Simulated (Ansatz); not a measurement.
CH6OSn (SMILES [CH3][SnH][OH2+]) (charge +1, doublet)

Input file:

```
crystal:
  periodic: [false, false, false]
  atoms:
    - {symbol: C, position_ang: [-0.312571, -0.342739, -0.921870]}
    - {symbol: O, position_ang: [1.241667, 1.707998, 1.206917]}
    - {symbol: Sn, position_ang: [-0.822797, 0.761195, 0.901871]}
    - {symbol: H, position_ang: [1.679112, 2.329246, 0.600381]}
    - {symbol: H, position_ang: [-0.367090, 0.313783, -1.798759]}
    - {symbol: H, position_ang: [-0.635312, -0.095023, 2.410597]}
    - {symbol: H, position_ang: [0.704544, -0.728627, -0.755944]}
    - {symbol: H, position_ang: [-1.044422, -1.160624, -0.997646]}
    - {symbol: H, position_ang: [1.675880, 1.784542, 2.073913]}
basis:
  gaussian: {orbitals: def2-TZVPD}
magnetization: {spin_polarized: true, initial_magnetization: 1}
total_charge: 1
hamiltonian: {xc: pbe0}
output: {forces: true, orbitals: {seedname: orbitals}}
```

Run with:

```sh
ansatz run input.yaml --threads 2 --pin off --max-ram 4350MiB --events-out events.jsonl --progress --plain --runs-dir runs
```

Geometry: B3LYP-D3(BJ)/def2-SVP; core potentials replace the inner electrons of Sn.

The calculation used isolated molecule in a Gaussian basis; Kohn-Sham density functional theory, functional PBE0 (Ansatz).

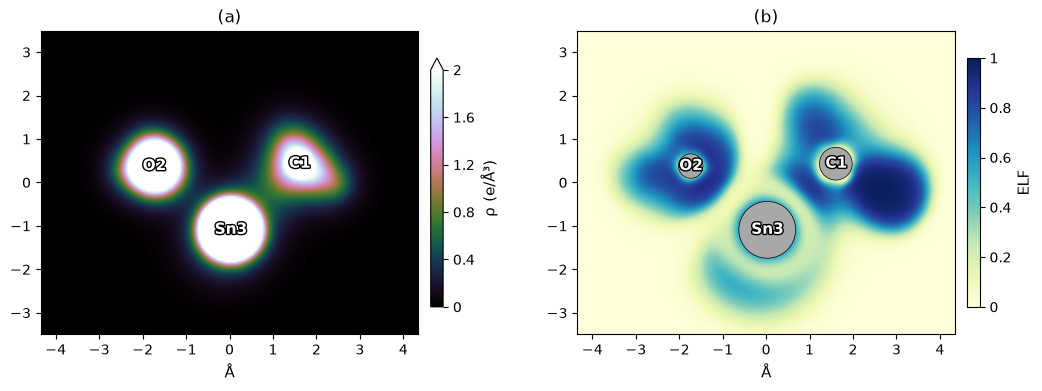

Figure 1. (a) electron density; (b) ELF on the plane of atoms C1, Sn3 and O2. Grey discs cover the atomic cores in the ELF map.

Read the bonding off the picture.

- The section cuts through C, O and Sn sites.
- C–Sn (2.19 Å): ρ at the midpoint is about 0.66 e/Å³; the ELF peaks at about 0.85 in the valence shell of C, 0.7 Å from its nucleus, and drops to about 0.20 between the two atoms.
- Sn–O (2.29 Å): ρ is about 0.36 e/Å³ halfway; the ELF is about 0.15 at the midpoint.

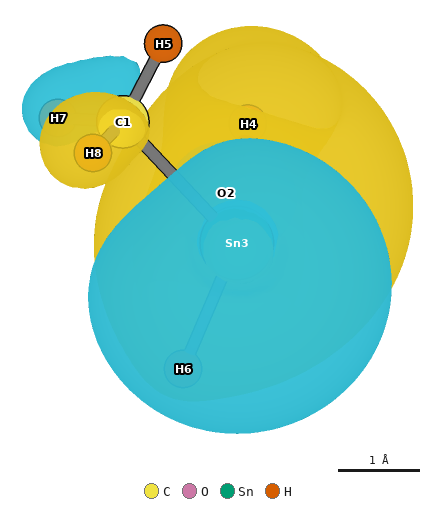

Figure 2. One frontier orbital at ±0.06 Å⁻³ᐟ² (yellow and cyan are the two phases), seen at an oblique angle.

Which orbital is it: HOMO (α) or LUMO (α)?

The LUMO (α), at −6.53 eV. It lies mainly on Sn3 (about 70 %) and O2 (about 10 %).

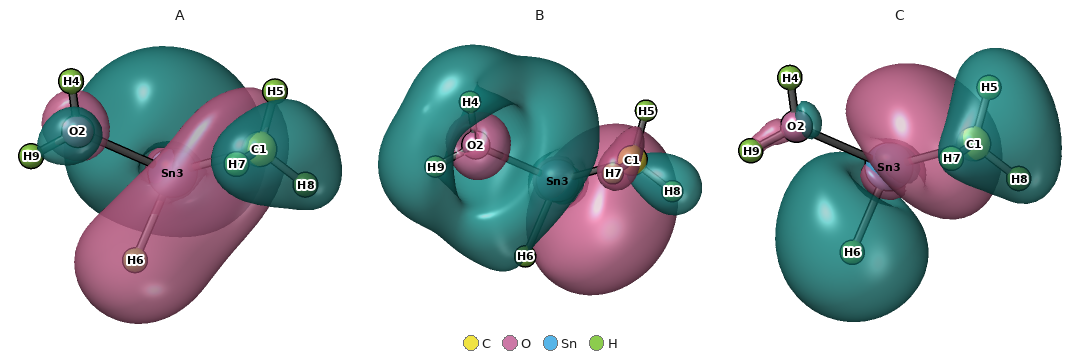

Figure 3. Three frontier orbitals at ±0.06 Å⁻³ᐟ² (teal and pink are the two phases), in no order.

Which picture is the HOMO−1, the HOMO and the LUMO? All are α orbitals.

C is the HOMO−1 (α) (−13.98 eV). By Hirshfeld shares it lies mainly on Sn3 (about 35 %), C1 (about 30 %) and H6 (about 25 %). A is the HOMO (α) (−11.54 eV). It lies mainly on Sn3 (about 65 %), C1 (about 15 %) and H6 (about 10 %). B is the LUMO (α) (−6.53 eV). It lies mainly on Sn3 (about 70 %) and O2 (about 10 %).

What is the gap between the highest occupied and lowest empty α orbitals?

5.01 eV between the orbital energies.
